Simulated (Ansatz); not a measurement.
# Predicting a hybrid from its neighbours: C4H4O

C4H4O has 9 atoms, charge 0, and is taken as a singlet. As SMILES, `c1ccoc1`. Geometry: relaxed at PBE0-D4/def2-TZVP.

The HOMO–LUMO gap y, in eV, basis def2-SVP; a is the functional's share of exact exchange. Programs: Ansatz 0.2.0.

| functional | program | a | y (eV) |
| --- | --- | --- | --- |
| revPBE | Ansatz | 0 | 5.11 |
| r2SCAN | Ansatz | 0 | 5.43 |
| B3LYP | Ansatz | 0.2 | ? |
| r2SCAN0 | Ansatz | 0.25 | 7.36 |
| PBE0 | Ansatz | 0.25 | 7.15 |
| BHLYP | Ansatz | 0.5 | 9.14 |

Fit y = c + s·a to the known rows and predict B3LYP.


1. Means of the 5 rows: a = 0.2000, y = 6.838.
2. Σ(Δa)² = 0.175, Σ(Δa·Δy) = 1.3595, so the slope is 1.3595/0.175 = 7.7686.
3. Intercept: 6.838 − (7.7686) × 0.2000 = 5.284. The largest residual of the fit is 0.17.
4. B3LYP: 5.284 + (7.7686) × 0.2 = 6.84 eV.

The run gave 6.70 eV, so the prediction is off by +0.14 eV, within the scatter of the fit. Exact exchange lowers occupied levels and raises empty ones. The rows mix families of semi-local functionals, which the line can't see.

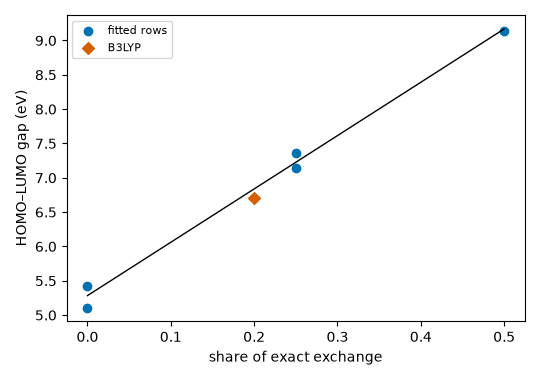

The fitted line, with the withheld row.
